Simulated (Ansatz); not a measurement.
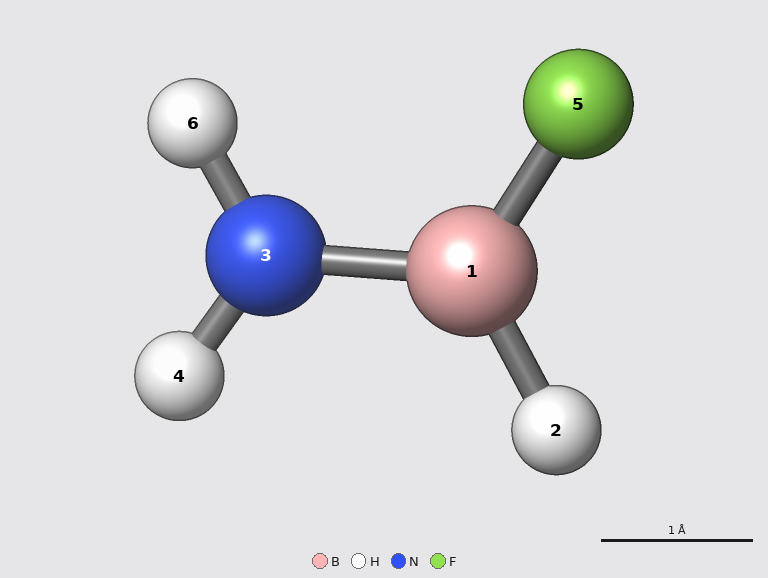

The atoms are numbered. The computed structure is the end point of a PBE0-D4/def2-TZVP optimisation.

### What is the geometry at B1?

B1 has 3 neighbours (H2 at 1.20, N3 at 1.39, F5 at 1.34 Å); the arrangement is trigonal planar.

### What is the geometry at N3?

N3 has 3 neighbours (B1 at 1.39, H4 at 1.00, H6 at 1.01 Å); the arrangement is trigonal planar.
